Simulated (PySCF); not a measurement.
C$_{5}$H$_{11}$NO

```yaml
atoms:
  - { symbol: C, position_ang: [1.2483, 1.2639, 0.0207] }
  - { symbol: C, position_ang: [0.4222, 0.1269, 0.6181] }
  - { symbol: C, position_ang: [1.1898, -1.1942, 0.5855] }
  - { symbol: N, position_ang: [-0.8758, 0.0049, -0.0357] }
  - { symbol: C, position_ang: [-0.9265, -0.2225, -1.4569] }
  - { symbol: C, position_ang: [-1.9921, 0.1142, 0.7030] }
  - { symbol: O, position_ang: [-2.0360, 0.3125, 1.8943] }
  - { symbol: H, position_ang: [1.5795, 1.0244, -0.9872] }
  - { symbol: H, position_ang: [0.6663, 2.1819, -0.0057] }
  - { symbol: H, position_ang: [2.1284, 1.4330, 0.6351] }
  - { symbol: H, position_ang: [0.1826, 0.3690, 1.6595] }
  - { symbol: H, position_ang: [2.0650, -1.1204, 1.2253] }
  - { symbol: H, position_ang: [0.5622, -2.0029, 0.9523] }
  - { symbol: H, position_ang: [1.5245, -1.4328, -0.4218] }
  - { symbol: H, position_ang: [-0.5415, 0.6405, -2.0050] }
  - { symbol: H, position_ang: [-1.9583, -0.3910, -1.7604] }
  - { symbol: H, position_ang: [-0.3387, -1.1014, -1.7253] }
  - { symbol: H, position_ang: [-2.9084, 0.0002, 0.0925] }
```

Geometry: GFN2-xTB.

Theory: PySCF, PBE0/pcSseg-1, SCF density, gas phase, non-relativistic.

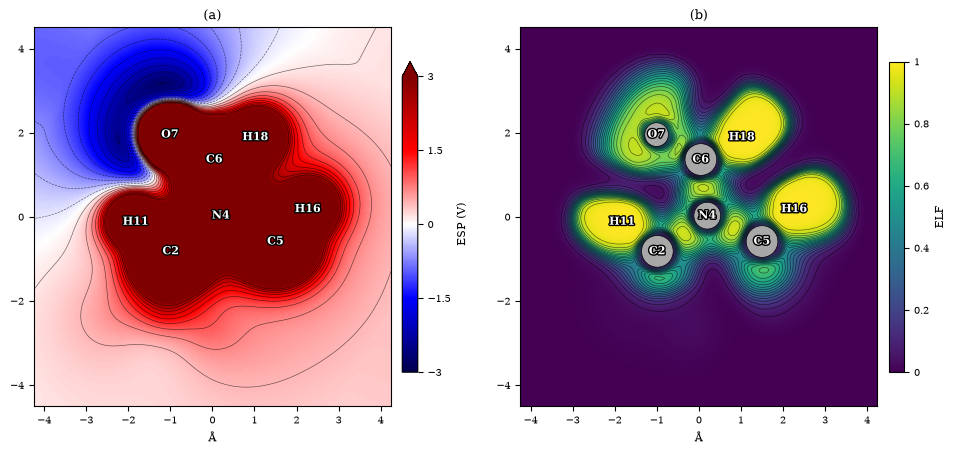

Figure 1. (a) molecular electrostatic potential; (b) ELF on the plane of atoms C2, N4 and C5. Grey discs cover the atomic cores in the ELF map.

**What do the fields say about this system?**

- The section cuts through C, N, O and H sites.
- C–O (1.21 Å): the ELF peaks at about 0.85 between the atoms (a short, multiple covalent bond).
- C–N (1.34 Å): the ELF peaks at about 0.90 between the atoms; localised, covalent bonding.
- C–H (1.10 Å): the ELF climbs to about 1 towards the hydrogen, as it does in any bond to H: a covalent bond by its length.
- C–N (1.44 Å): the ELF peaks at about 0.95 between the atoms (a shared electron pair).
- The ELF also peaks beside O7, away from the bonds: lone-pair regions.
- Outside the dense part of the molecule the potential is most negative (−2.7 V) near O7.

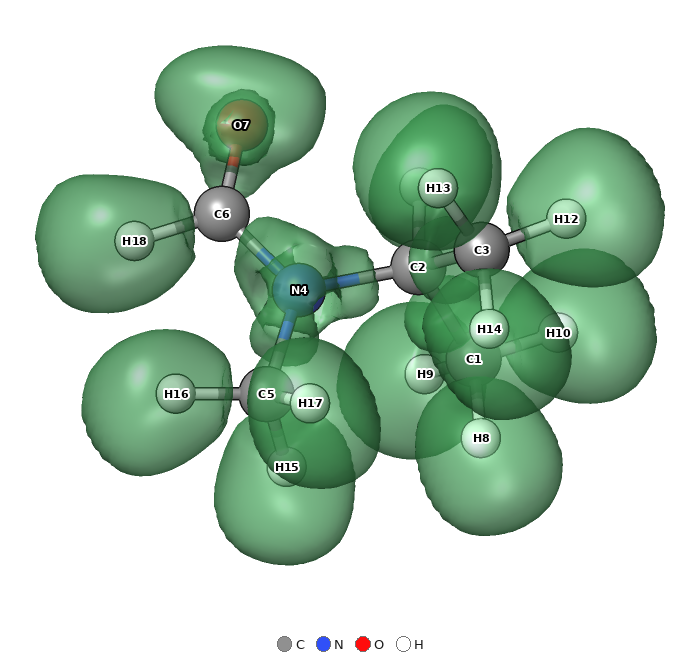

Figure 2. Isosurface of the electron localisation function at 0.75 (green), seen across its widest extent. Core shells and regions of very low density are left out.

**Where are the electrons localised?**

The ELF exceeds this value in two regions between bonded C–C atoms (shared pairs), eleven regions around hydrogen nuclei, one region on N in which the atom's valence shell and bonds are merged and one region on O in which the atom's valence shell and bonds are merged.

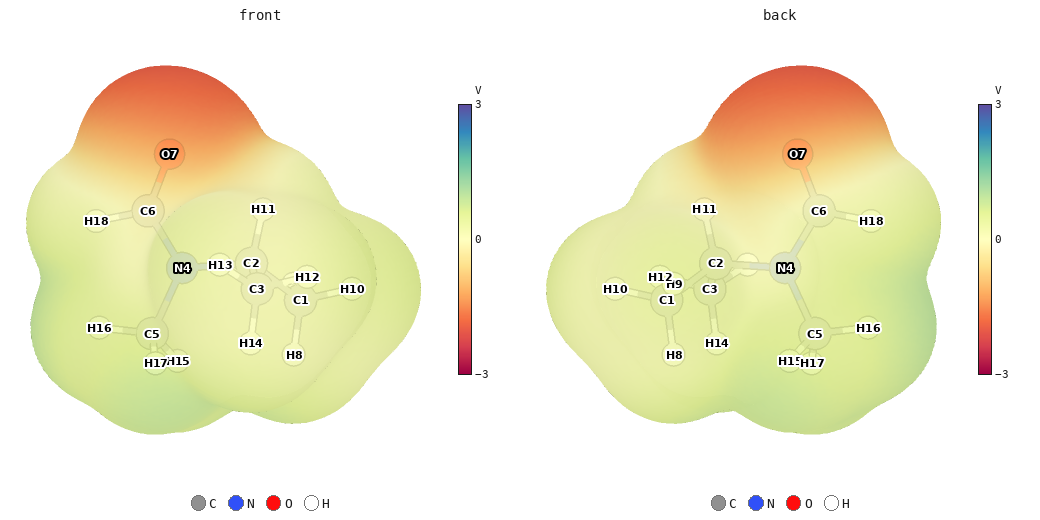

Figure 3. The molecular electrostatic potential painted on the density surface at 0.001 e/bohr³, seen from the front and from behind; red is negative and blue positive.

**Where is the surface potential most negative and most positive?**

The most negative region (about −2.0 V) lies over O7, the most positive (about +0.9 V) over H16. O7 is the likeliest acceptor of a hydrogen bond.

**How polar is the molecule by this calculation?**

Its dipole moment is 4.01 D.
